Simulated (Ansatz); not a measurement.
Start from SrTiO$_{3}$ in the cubic perovskite structure (space group Pm-3m, No. 221; a = 3.891 Å). Axes: x, y, z lie along the cube axes.

It is then changed as follows: tensile biaxial strain of 1.80 % in the plane normal to [001], as in epitaxy on a mismatched substrate; the out-of-plane cell vector and the atoms relax.

Method: PBEsol in Ansatz (plane waves to 420 eV, PAW, no spin-orbit coupling).

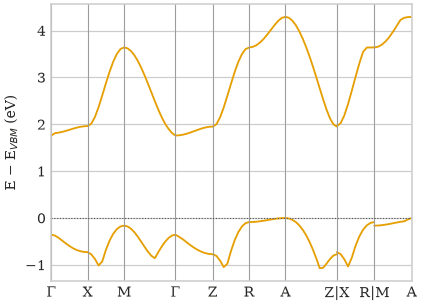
*Highest valence and lowest conduction band along the path of the changed cell's own zone*

Task: From the figure, how large is the changed gap, and is it direct?

Result: About 1.8 eV, indirect, A → Γ.

Whether these cells are dynamically stable was not tested. The final runs are not spin-polarised. Many cubic perovskites are stable only at high temperature; tilts and polar distortions were not tested. k-point labels follow each cell's own Brillouin zone.

Ansatz is an electronic-structure program.
